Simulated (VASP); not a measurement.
Band structure of YPd3 (space group Pm-3m). All values below come from PBEsol GGA, VASP's PBE PAW potentials (set 64) (plane waves; VASP).

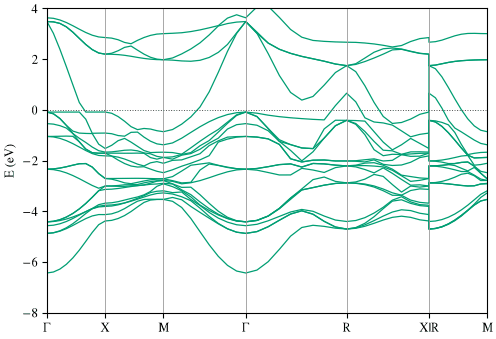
*Bands along high-symmetry lines, zero at the valence-band maximum or, without a gap, the Fermi level*

Task: Read the plot: is there a gap, and where are the band edges?

Result: It has no gap at this level: it comes out as a metal or semimetal.

The structure comes from a measured YPd3 entry of the Crystallography Open Database, whose conditions weren't checked. The cell was not relaxed at this level. The electron count is odd and the run is not spin-polarised, which forces a metal.
